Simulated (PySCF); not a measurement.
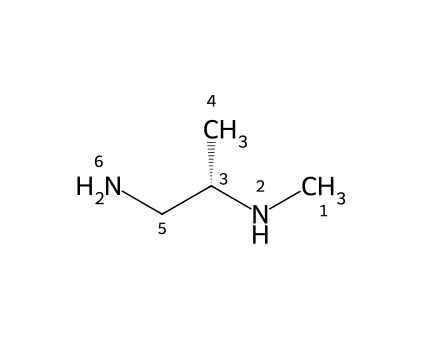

Skeletal drawing with numbered atoms; wedges and dashes mark any stereocentres. The configuration is that of a computed structure (PBE0-D3(BJ)/def2-SVP).

### Give the R/S and E/Z labels.

C3: S.
